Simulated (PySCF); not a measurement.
```xyz
15

O    -1.1280   -2.1577    0.3949
C    -0.9756   -1.0533    0.0373
C     0.3106   -0.5115   -0.6601
C     1.5126   -0.3642    0.2793
C     1.4025    1.1099   -0.0916
O     0.3289    0.8375   -0.9650
C    -2.0461    0.1080    0.2522
F    -3.0897   -0.3640    0.8859
F    -2.4001    0.6108   -0.9139
F    -1.4717    1.0620    0.9826
H     0.4015   -1.1536   -1.5528
H     2.4109   -0.8795   -0.0674
H     1.3669   -0.6161    1.3299
H     2.2490    1.5583   -0.6331
H     1.1238    1.8216    0.7000
```

Geometry: GFN2-xTB.

The calculation used UKS B3LYP, pcH-1 on C F H O, non-relativistic, mean-field spin-orbit, GIAO (PySCF).

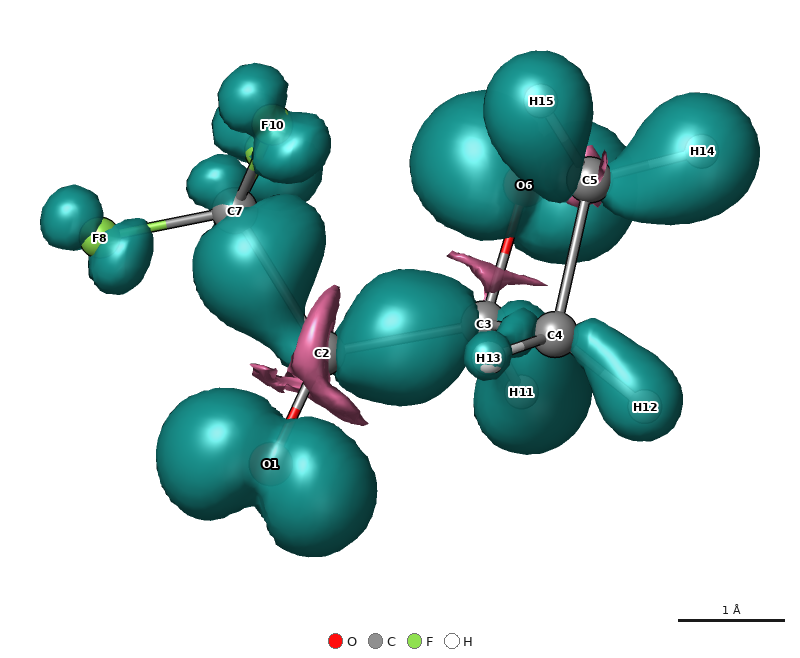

C5H5F3O2 (charge +1, doublet). Isosurfaces of the spin density (α minus β) at +0.015 (teal) and −0.015 e/Å³ (pink), seen at a tilt.

**Which atoms carry the spin?**

The unpaired spin (1 electron) lies mostly on O6 (about 0.3), O1 (about 0.2) and C3 (about 0.1), in electrons by Hirshfeld's partition.
